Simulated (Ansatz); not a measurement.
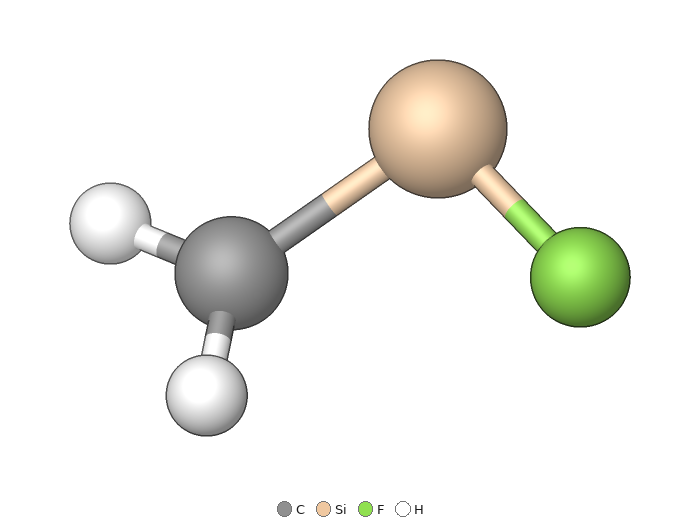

Ball-and-stick drawing of a structure. Every bond is drawn as one stick, whatever its order.

The species is neutral and a spin doublet.

Description:

Formula CH₂FSi. The point group is C1. It is an open-shell species. Coordination: 1 C trigonal planar; 1 Si bent.

The parts below concern this one geometry. Atoms keep their numbers from picture to picture. The geometry was computed by an optimisation with PBE0-D4/def2-TZVP. No frequency run is at hand to confirm it as a minimum.

## Electronic properties

No frequency run is at hand to confirm it as a minimum. Level of theory: UKS PBE0-D4/def2-TZVPP (Ansatz 0.2.0).

Give the ⟨S²⟩ of the determinant at this level.

0.791.

Give the HOMO energy (Kohn–Sham orbital) at this level.

−6.80 eV.

## Dipole moment

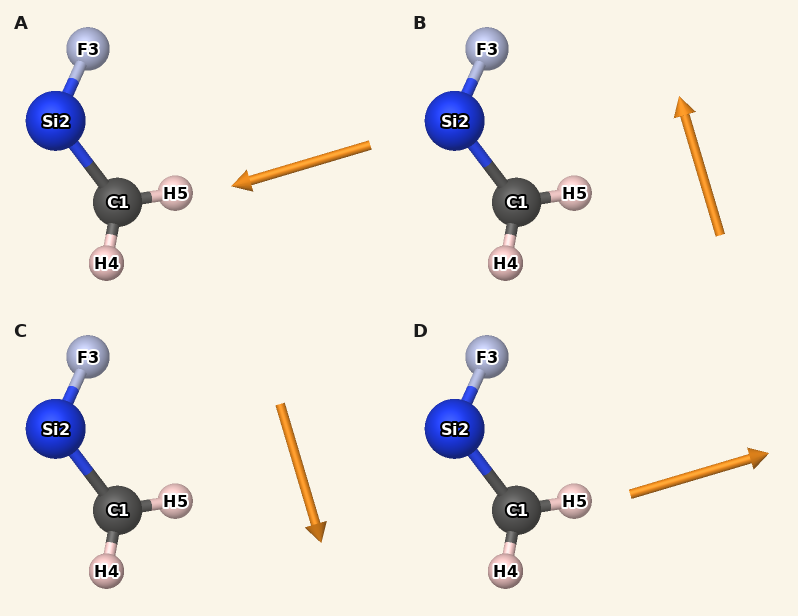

The same molecule four times, each with an arrow. No frequency run is at hand to confirm it as a minimum. Properties computed with UKS PBE0-D4/def2-TZVP (Ansatz 0.2.0).

Which arrow points along the dipole moment, from the negative to the positive end?

C. The dipole moment is 1.80 D; it points from the side of F3 to the side of H4 (the outermost atoms at the two ends).

## Charges

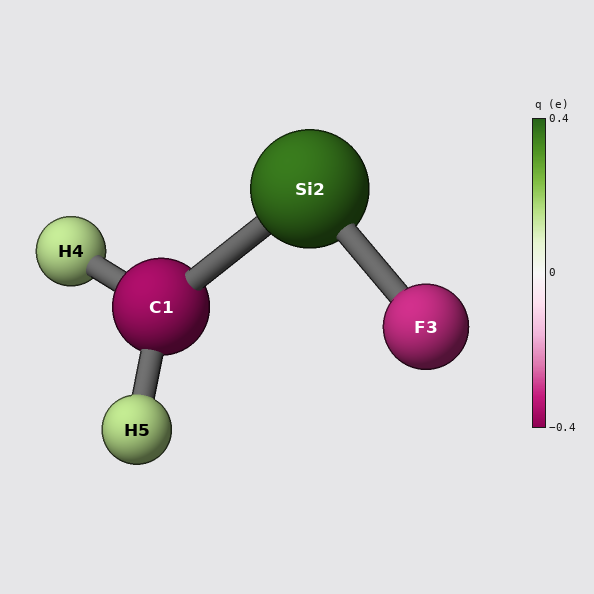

Atoms are coloured by their Mulliken charges. No frequency run is at hand to confirm it as a minimum. Method: UKS PBE0-D4/def2-TZVP (Ansatz 0.2.0).

Give the Mulliken charges atom by atom.

```json
{"atom": "C1", "value (e)": "−0.36"}
{"atom": "Si2", "value (e)": "0.36"}
{"atom": "F3", "value (e)": "−0.30"}
{"atom": "H4", "value (e)": "0.14"}
{"atom": "H5", "value (e)": "0.15"}
```

Mulliken values depend strongly on the basis set and can even reverse the polarity of a bond.
